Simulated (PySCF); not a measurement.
# BH₄N, SMILES `BN`: electronic structure

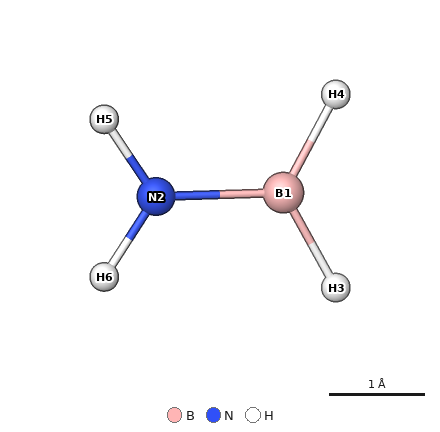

The molecule, with its atoms numbered as below. No frequency check shows the geometry to be a minimum.

Geometry (Å), atoms numbered from 1:

```
B1      -0.7740    0.0000    0.0000
N2       0.6035    0.0000    0.0000
H3      -1.3408    1.0253    0.0000
H4      -1.3408   -1.0253    0.0000
H5       1.1635   -0.8364    0.0000
H6       1.1635    0.8365    0.0000
```

Part 1: Excited states

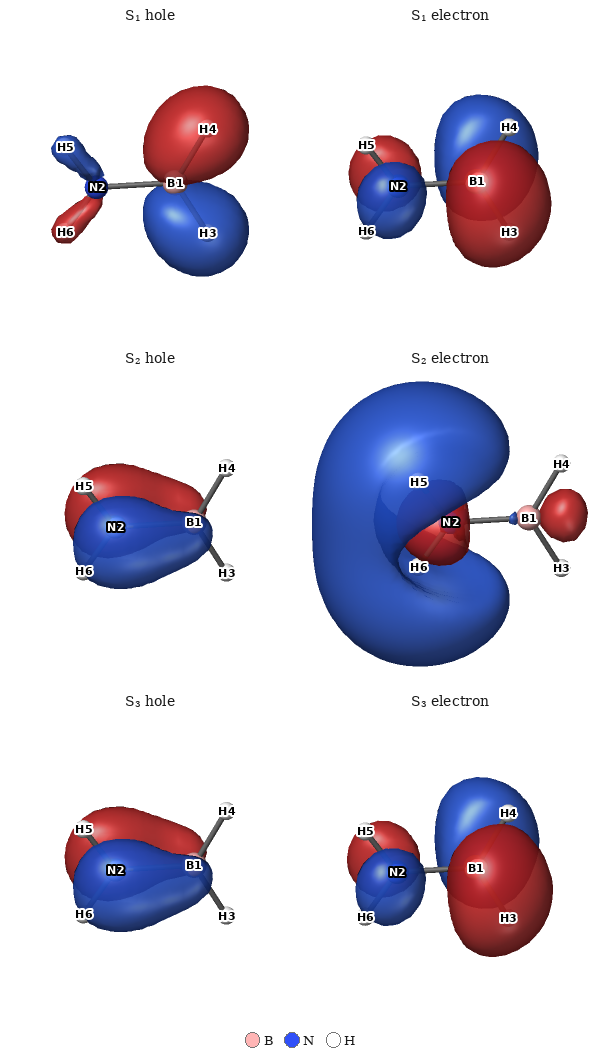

Leading natural transition orbitals (TDA singlet states).

Computed with PySCF, B3LYP/def2-SVP, geometry: GFN2-xTB. Without diffuse functions Rydberg states are missing, so the states' numbers hold for this basis only.

Question: Describe these excited states.

Answer: By state:
- S₁: 7.52 eV (165 nm), f = 0.000 (dark), σ → empty p orbital of B1; the leading pair carries 100 %; hole on B1 (38 %), H3 and H4 (25 % each) and N2 (6 %), electron on B1 (59 %), N2 (20 %) and H3 and H4 (9 % each); their centroids lie 0.3 Å apart.
- S₂: 8.40 eV (148 nm), f = 0.023, partly diffuse acceptor orbital, which a basis without diffuse functions describes poorly; the leading pair carries 100 %; hole on N2 (67 %), B1 (20 %) and H5 and H6 (5 % each), electron on H5 and H6 (31 % each), N2 (23 %) and B1 (10 %) (atom shares of so diffuse an orbital are rough); their centroids lie 0.8 Å apart.
- S₃: 8.92 eV (139 nm), f = 0.280 (bright), n → empty p orbital of B1; the leading pair carries 94 %; hole on N2 (66 %), B1 (20 %) and H5 and H6 (5 % each), electron on B1 (57 %), N2 (19 %) and H3 and H4 (10 % each); their centroids lie 1.0 Å apart.

Part 2: Removing or adding an electron

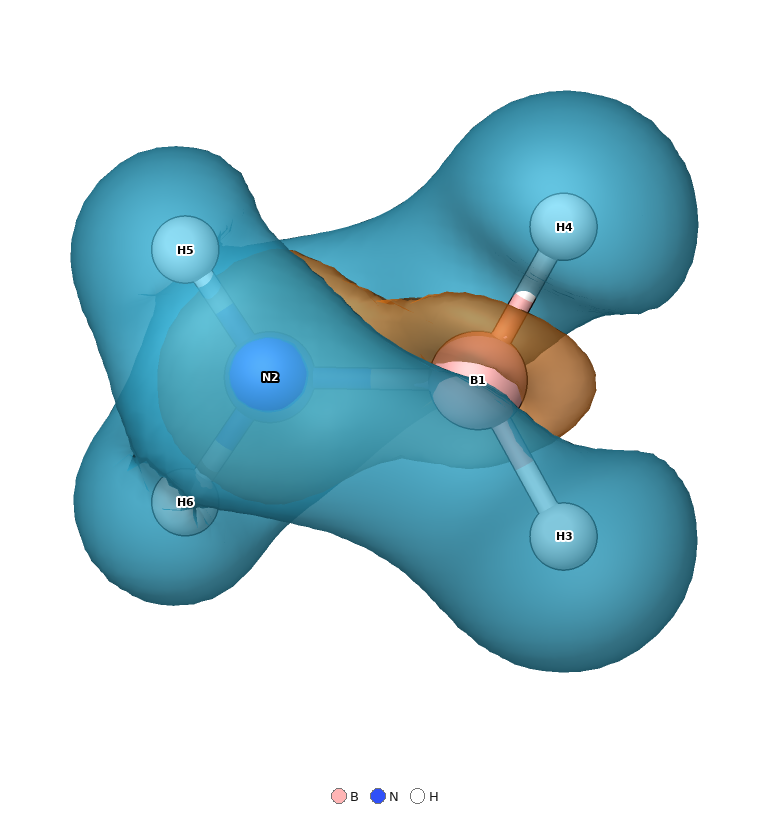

Fukui function f⁻ = ρ(N) − ρ(N−1) at fixed geometry, surfaces at ±0.02 e/Å³ (light blue positive, orange negative).

Computed with PySCF, BLYP/def2-SVPD, geometry: GFN2-xTB.

Question: Which atoms respond most to the removal of an electron?

Answer: f⁻ (Hirshfeld-condensed) is largest on B1 (0.26), N2 (0.24) and H3 and H4 (0.15 each); the vertical ionisation energy is 11.21 eV. Condensed values hint at sites of electrophilic attack but needn't mark the atom that reacts. Shares this close don't rank the sites. Orbital relaxation makes it negative in places (0.10 e in all).

Part 3: Localised orbitals

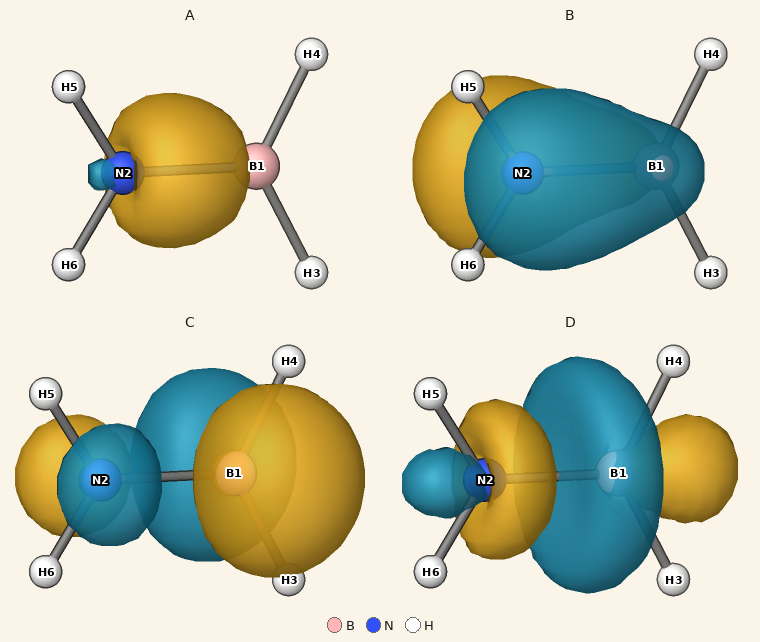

Intrinsic bond orbitals (IBO), occupied and valence-virtual; each surface holds about 70 % of the orbital's density. Energies are diagonal elements of the Fock matrix.

Method: M06-2X/def2-SVP; geometry: GFN2-xTB; program: PySCF.

Question: Identify each orbital.

Answer: By panel:
- A: σ bond N2–B1 (N2 68 %, B1 32 %; −18.6 eV)
- B: lone pair on N2, partly donated to B1 (N2 81 %, B1 19 %; −9.9 eV)
- C: π* orbital B1–N2, mostly on B1 (B1 81 %, N2 19 %; 2.5 eV)
- D: σ* orbital B1–N2, mostly on B1 (B1 68 %, N2 32 %; 14.3 eV)

Question: Which has the smallest and which the largest spatial spread?

Answer: Smallest: A (0.74 Å); largest: C (1.33 Å).

Question: How do all the valence pairs divide up?

Answer: 6 pairs: 5 σ bonds and 1 strongly polarised pair.

The PySCF runs shown took 12 s, 120 s and 4 s on 1 thread of AMD EPYC 7R43 64-Core Processor (Zen 3), on a shared host.
